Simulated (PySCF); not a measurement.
# Two runs on CH3NSi

System: CH3NSi (Si(CN)H3).
Method of run A: GIAO B3LYP/pcSseg-1 NMR shielding, non-relativistic, gas phase (PySCF 2.14.0).

The geometry comes from this level: PBE0-D3(BJ)/def2-SVP. Text and figures count atoms from 1; the logs count them from 0 in places.

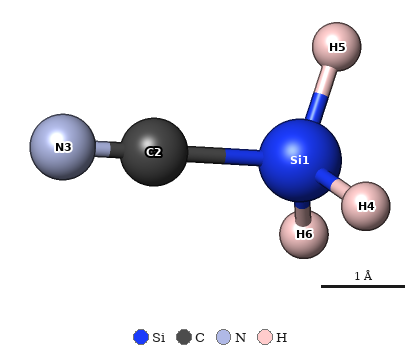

Fig. 1: The structure as given in the input (ball-and-stick view, seen at a tilt; atoms are numbered from 1 in the order of the input).

**Input, run A**
```
{"job": {"kind": "nmr", "xc": "B3LYP", "basis": "pcSseg-1", "pop": false}, "charge": 0, "multiplicity": 1}
Si    -0.005540     0.005252    -0.586729
C      0.009517    -0.010748     1.271294
N      0.023031    -0.021748     2.430649
H      1.407714     0.016471    -1.049176
H     -0.723719     1.232314    -1.022495
H     -0.711003    -1.221540    -1.043533
```

The first line tells a small driver script what to run in PySCF; the rest is the geometry in Å.

Hardware: 1 CPU thread, shared host.

**Output (run A)**
```
coarse grid: 5632 points
cycle   1  E = -384.0915812327  dE =  5.743e-02  |g| = 3.473e-01  |ddm| = 2.185e+00
cycle   2  E = -383.9568031290  dE =  1.348e-01  |g| = 8.372e-01  |ddm| = 7.602e-01
cycle   3  E = -384.1222521147  dE = -1.654e-01  |g| = 7.798e-02  |ddm| = 5.026e-01
cycle   4  E = -384.1235652865  dE = -1.313e-03  |g| = 2.042e-02  |ddm| = 7.352e-02
cycle   5  E = -384.1236641655  dE = -9.888e-05  |g| = 2.148e-03  |ddm| = 1.622e-02
cycle   6  E = -384.1236652421  dE = -1.077e-06  |g| = 4.170e-04  |ddm| = 2.584e-03
final grid: 50248 points
cycle   7  E = -384.1426391942  dE = -3.949e-06  |g| = 1.874e-03  |ddm| = 6.455e-03
cycle   8  E = -384.1426388380  dE =  3.563e-07  |g| = 2.290e-03  |ddm| = 3.427e-03
cycle   9  E = -384.1426397261  dE = -8.882e-07  |g| = 1.158e-03  |ddm| = 1.866e-03
cycle  10  E = -384.1426400220  dE = -2.959e-07  |g| = 6.243e-05  |ddm| = 6.120e-04
cycle  11  E = -384.1426400229  dE = -8.413e-10  |g| = 2.178e-05  |ddm| = 7.153e-05
converged SCF energy = -384.1426400229

GIAO shielding tensors (ppm)
atom      isotropic    diamagn.    paramagn.     s11        s22        s33       span
  0 Si     438.806     878.189    -439.383    437.185    439.606    439.627      2.442
  1 C       59.930     261.611    -201.681    -53.848    -53.843    287.481    341.329
  2 N     -115.676     337.664    -453.340   -323.025   -323.021    299.018    622.043
  3 H       27.315      27.939      -0.623     24.298     25.713     31.935      7.637
  4 H       27.320      27.935      -0.615     24.303     25.713     31.944      7.641
  5 H       27.319      27.936      -0.617     24.302     25.713     31.941      7.640
```

The input of run B differs as follows (lines with − go, lines with + come):
```diff
-"xc": "B3LYP"
+"xc": "PBE0"
-"pop": false
```

Predict how the results change.

The total energies belong to different methods, so their difference says nothing on which is more stable or more accurate. The HOMO goes from −9.57 to −9.84 eV. The LUMO goes from −0.77 to −0.56 eV. Of all shieldings, the largest change is that of Si1, by +10.3 ppm. The functional changes from B3LYP to PBE0. The SCF takes 12 iterations against 11.

**Output (run B)**
```
coarse grid: 5632 points
cycle   1  E = -383.8286409521  dE =  5.633e-02  |g| = 3.262e-01  |ddm| = 2.175e+00
cycle   2  E = -383.7252952046  dE =  1.033e-01  |g| = 7.506e-01  |ddm| = 6.825e-01
cycle   3  E = -383.8567279255  dE = -1.314e-01  |g| = 5.883e-02  |ddm| = 4.337e-01
cycle   4  E = -383.8574783690  dE = -7.504e-04  |g| = 1.926e-02  |ddm| = 6.310e-02
cycle   5  E = -383.8575637563  dE = -8.539e-05  |g| = 1.694e-03  |ddm| = 1.495e-02
cycle   6  E = -383.8575643676  dE = -6.113e-07  |g| = 3.921e-04  |ddm| = 2.110e-03
final grid: 50248 points
cycle   7  E = -383.8737919502  dE = -5.797e-06  |g| = 2.870e-03  |ddm| = 1.013e-02
cycle   8  E = -383.8737904404  dE =  1.510e-06  |g| = 3.905e-03  |ddm| = 4.992e-03
cycle   9  E = -383.8737933861  dE = -2.946e-06  |g| = 1.583e-03  |ddm| = 2.891e-03
cycle  10  E = -383.8737939443  dE = -5.582e-07  |g| = 7.735e-05  |ddm| = 8.594e-04
cycle  11  E = -383.8737939454  dE = -1.103e-09  |g| = 1.657e-05  |ddm| = 7.298e-05
cycle  12  E = -383.8737939455  dE = -4.883e-11  |g| = 3.078e-06  |ddm| = 2.069e-05
converged SCF energy = -383.8737939455

GIAO shielding tensors (ppm)
atom      isotropic    diamagn.    paramagn.     s11        s22        s33       span
  0 Si     449.065     878.409    -429.344    448.527    449.321    449.346      0.819
  1 C       62.753     262.027    -199.274    -49.855    -49.851    287.965    337.820
  2 N     -113.137     336.564    -449.701   -319.599   -319.597    299.785    619.383
  3 H       27.110      27.605      -0.495     24.026     25.482     31.823      7.797
  4 H       27.115      27.601      -0.487     24.030     25.482     31.832      7.801
  5 H       27.114      27.602      -0.489     24.029     25.482     31.829      7.800
```

**The two runs side by side**

| quantity | run A | run B |
| --- | --- | --- |
| outcome | converged | converged |
| total energy (hartree) | −384.142640 | −383.873794 |
| HOMO (eV) | −9.57 | −9.84 |
| LUMO (eV) | −0.77 | −0.56 |
| dipole moment (D) | 3.52 | 3.53 |
| shielding of Si1 (ppm) | 438.8 | 449.1 |
| shielding of C2 (ppm) | 59.9 | 62.8 |
| shielding of N3 (ppm) | −115.7 | −113.1 |
| shielding of H4 (ppm) | 27.3 | 27.1 |
| shielding of H5 (ppm) | 27.3 | 27.1 |
| shielding of H6 (ppm) | 27.3 | 27.1 |
| SCF iterations | 11 | 12 |
| basis functions | 73 | 73 |
| wall time (shared host) | 1.8 s | 3.3 s |
